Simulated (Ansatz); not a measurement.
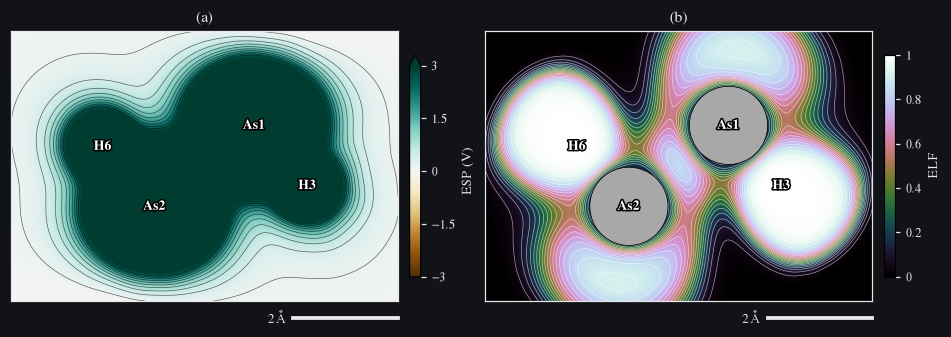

Figure 1: As₂H₄. (a) molecular electrostatic potential; (b) electron localisation function on the plane of atoms As2, As1 and H3. Grey discs cover the atomic cores in the ELF map.

Geometry: PBE0-D4/def2-TZVP.

These are results of Ansatz 0.2.0, RKS PBE0-D4/def2-TZVP, not measurements.

Input file:

```
crystal:
  periodic: [false, false, false]
  atoms:
    - {symbol: As, position_ang: [-0.097281, -0.792711, -0.930721]}
    - {symbol: As, position_ang: [0.097554, 0.795029, 0.928719]}
    - {symbol: H, position_ang: [-1.256985, -1.519202, -0.257620]}
    - {symbol: H, position_ang: [-1.065535, 0.118879, -1.677232]}
    - {symbol: H, position_ang: [1.060695, -0.119881, 1.677764]}
    - {symbol: H, position_ang: [1.261541, 1.517886, 0.259090]}
basis:
  gaussian: {orbitals: def2-TZVP, initial_orbitals: start.molden}
hamiltonian: {xc: pbe0, dispersion: d4}
output: {orbitals: {seedname: orbitals}}
```

Launched as:

```sh
ansatz run in.yaml --threads 4 --pin off --events-out ev --progress --plain --max-ram 3916MiB
```

Describe what can be read from this map.

Answer.
- The section cuts through As and H sites.
- As–As (2.45 Å): the ELF peaks at about 0.85 between the atoms; a shared electron pair.
- As–H (1.53 Å): the ELF climbs to about 1 towards the hydrogen, as it does in any bond to H.
- The ELF also peaks beside As2 and As1, away from the bonds: lone-pair regions.
- The potential has no marked negative region in this plane.
